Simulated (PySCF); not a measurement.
**Two runs on C2H7FOSi2**

System: C2H7FOSi2.
Method of the first run: GIAO PBE0/6-31G* NMR shielding, non-relativistic, gas phase (PySCF 2.14.0).

The geometry comes from this level: PBE0-D3(BJ)/def2-SVP. Text and figures count atoms from 1; the logs count them from 0 in places.

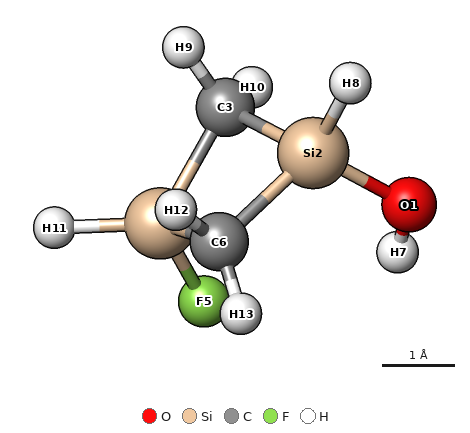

**Figure 1.** The structure as given in the input (ball-and-stick view, seen at a tilt; atoms are numbered from 1 in the order of the input). Bond lengths as drawn: C–H 1.10 to 1.11 Å, C–Si 1.88 to 1.91 Å, F–Si 1.64 Å, H–O 0.96 Å, H–Si 1.49 Å and O–Si 1.66 Å.

## Input file, the first run
```
{"job": {"kind": "nmr", "xc": "PBE0", "basis": "6-31G*", "pop": true}, "charge": 0, "multiplicity": 1}
O     -1.172427    -1.501044    -1.316073
Si    -0.023578    -0.307233    -1.165816
C     -0.645919     1.223558    -0.216011
Si     0.138591     0.450929     1.306679
F     -0.975891    -0.503792     2.032565
C      1.232798    -0.632302     0.229512
H     -1.629493    -1.757177    -0.508286
H      0.512441    -0.095997    -2.537593
H     -0.086370     2.122977    -0.530569
H     -1.719361     1.461507    -0.218782
H      0.734548     1.309767     2.368858
H      2.188198    -0.122641     0.008295
H      1.451985    -1.664892     0.537058
```

The first line tells a small driver script what to run in PySCF; the rest is the geometry in Å.

Command:
```bash
OMP_NUM_THREADS=1 python <driver script> task.json out
```

Hardware: 1 CPU thread, shared host.

## Output (the first run)
```
coarse grid: 11936 points
cycle   1  E = -833.9170354574  dE =  6.121e-01  |g| = 9.218e-01  |ddm| = 3.193e+00
cycle   2  E = -833.7504514892  dE =  1.666e-01  |g| = 1.322e+00  |ddm| = 1.838e+00
cycle   3  E = -834.0808095836  dE = -3.304e-01  |g| = 1.329e-01  |ddm| = 1.181e+00
cycle   4  E = -834.0845531469  dE = -3.744e-03  |g| = 4.165e-02  |ddm| = 1.628e-01
cycle   5  E = -834.0850084413  dE = -4.553e-04  |g| = 4.699e-03  |ddm| = 4.575e-02
cycle   6  E = -834.0850134155  dE = -4.974e-06  |g| = 1.642e-03  |ddm| = 5.930e-03
final grid: 106688 points
cycle   7  E = -834.0307018820  dE = -1.262e-05  |g| = 7.575e-03  |ddm| = 1.643e-02
cycle   8  E = -834.0306876641  dE =  1.422e-05  |g| = 1.105e-02  |ddm| = 1.651e-02
cycle   9  E = -834.0307154641  dE = -2.780e-05  |g| = 8.464e-04  |ddm| = 9.855e-03
cycle  10  E = -834.0307156079  dE = -1.438e-07  |g| = 8.369e-05  |ddm| = 6.908e-04
cycle  11  E = -834.0307156097  dE = -1.798e-09  |g| = 3.175e-05  |ddm| = 1.527e-04
cycle  12  E = -834.0307156099  dE = -2.458e-10  |g| = 8.235e-06  |ddm| = 3.888e-05
converged SCF energy = -834.0307156099

GIAO shielding tensors (ppm)
atom      isotropic    diamagn.    paramagn.     s11        s22        s33       span
  0 O      293.165     390.999     -97.835    276.729    292.652    310.114     33.385
  1 Si     393.883     881.233    -487.351    372.692    379.249    429.707     57.015
  2 C      181.254     256.259     -75.006    171.690    181.374    190.697     19.007
  3 Si     371.532     880.600    -509.068    338.159    361.598    414.839     76.680
  4 F      368.893     469.342    -100.449    361.248    370.782    374.649     13.401
  5 C      181.190     256.268     -75.078    171.645    181.315    190.610     18.965
  6 H       30.865      29.527       1.338     22.804     28.756     41.034     18.230
  7 H       26.074      29.491      -3.417     22.774     23.786     31.661      8.887
  8 H       31.657      30.521       1.137     28.403     28.821     37.748      9.345
  9 H       31.403      30.239       1.164     27.389     27.926     38.893     11.503
 10 H       25.732      29.035      -3.303     22.355     23.411     31.431      9.076
 11 H       31.664      30.522       1.142     28.412     28.838     37.741      9.328
 12 H       31.391      30.218       1.173     27.380     27.903     38.892     11.512
```

For the second run the input was changed thus:
```diff
-"basis": "6-31G*"
+"basis": "def2-TZVP"
```

What does this change do to the results?

The total energy of the second run is 118.5 kcal/mol lower, which measures the change of basis and not a stability. The HOMO goes from −7.84 to −8.02 eV. The LUMO goes from 0.53 to 0.12 eV. Of all shieldings, the largest change is that of Si2, by −69.8 ppm. The SCF takes 13 iterations against 12. The basis functions go from 106 to 240.

## Output (the second run)
```
coarse grid: 11936 points
cycle   1  E = -834.0552770316  dE =  5.771e-01  |g| = 9.585e-01  |ddm| = 2.758e+00
cycle   2  E = -833.8542723444  dE =  2.010e-01  |g| = 1.441e+00  |ddm| = 1.706e+00
cycle   3  E = -834.2191773489  dE = -3.649e-01  |g| = 1.423e-01  |ddm| = 1.209e+00
cycle   4  E = -834.2229508854  dE = -3.774e-03  |g| = 5.150e-02  |ddm| = 1.265e-01
cycle   5  E = -834.2235886385  dE = -6.378e-04  |g| = 7.221e-03  |ddm| = 4.031e-02
cycle   6  E = -834.2235988211  dE = -1.018e-05  |g| = 2.010e-03  |ddm| = 7.208e-03
cycle   7  E = -834.2235995940  dE = -7.729e-07  |g| = 8.372e-04  |ddm| = 1.807e-03
final grid: 106688 points
cycle   8  E = -834.2195806806  dE = -4.599e-05  |g| = 7.177e-03  |ddm| = 3.309e-02
cycle   9  E = -834.2195699780  dE =  1.070e-05  |g| = 9.901e-03  |ddm| = 1.138e-02
cycle  10  E = -834.2195920006  dE = -2.202e-05  |g| = 1.057e-03  |ddm| = 6.777e-03
cycle  11  E = -834.2195921808  dE = -1.802e-07  |g| = 2.414e-04  |ddm| = 7.188e-04
cycle  12  E = -834.2195921924  dE = -1.156e-08  |g| = 5.362e-05  |ddm| = 2.232e-04
cycle  13  E = -834.2195921931  dE = -6.812e-10  |g| = 1.243e-05  |ddm| = 5.804e-05
converged SCF energy = -834.2195921931

GIAO shielding tensors (ppm)
atom      isotropic    diamagn.    paramagn.     s11        s22        s33       span
  0 O      283.491     385.269    -101.778    279.416    282.604    288.455      9.039
  1 Si     324.093     875.610    -551.517    291.976    311.360    368.942     76.965
  2 C      172.596     249.658     -77.062    161.113    173.095    183.581     22.468
  3 Si     302.907     876.403    -573.496    263.068    295.442    350.211     87.143
  4 F      355.358     469.267    -113.909    347.118    352.573    366.383     19.264
  5 C      172.523     249.687     -77.165    161.073    173.037    183.458     22.385
  6 H       30.491      31.262      -0.771     22.885     27.874     40.713     17.828
  7 H       25.513      28.930      -3.417     22.367     23.615     30.558      8.191
  8 H       30.981      29.945       1.036     28.061     28.395     36.486      8.425
  9 H       30.761      29.960       0.800     27.247     27.667     37.368     10.121
 10 H       25.130      28.666      -3.536     22.029     23.098     30.262      8.233
 11 H       30.987      29.946       1.041     28.070     28.409     36.483      8.414
 12 H       30.750      29.944       0.807     27.240     27.643     37.369     10.129
```

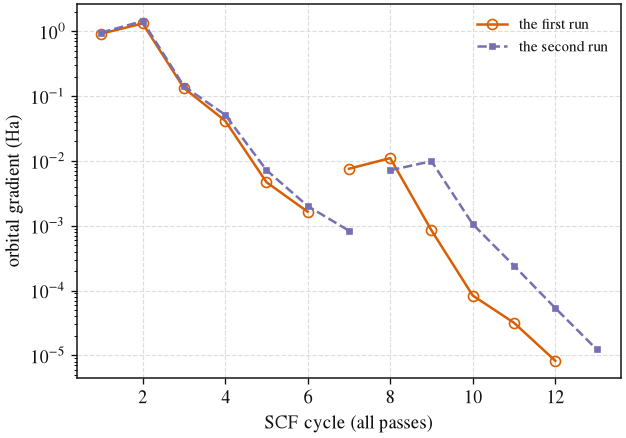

**Figure 2.** Convergence of the two runs: orbital gradient against the SCF cycle. A break in a curve parts two SCF passes (coarse and final grid). The first run takes 12 cycles in all, and the second run takes 13.

## The two runs side by side

| quantity | the first run | the second run |
| --- | --- | --- |
| outcome | converged | converged |
| total energy (hartree) | −834.030716 | −834.219592 |
| HOMO (eV) | −7.84 | −8.02 |
| LUMO (eV) | 0.53 | 0.12 |
| dipole moment (D) | 1.63 | 1.60 |
| shielding of O1 (ppm) | 293.2 | 283.5 |
| shielding of Si2 (ppm) | 393.9 | 324.1 |
| shielding of C3 (ppm) | 181.3 | 172.6 |
| shielding of Si4 (ppm) | 371.5 | 302.9 |
| shielding of F5 (ppm) | 368.9 | 355.4 |
| shielding of C6 (ppm) | 181.2 | 172.5 |
| shielding of H9 (ppm) | 31.7 | 31.0 |
| SCF iterations | 12 | 13 |
| basis functions | 106 | 240 |
| wall time (shared host) | 9.9 s | 30 s |
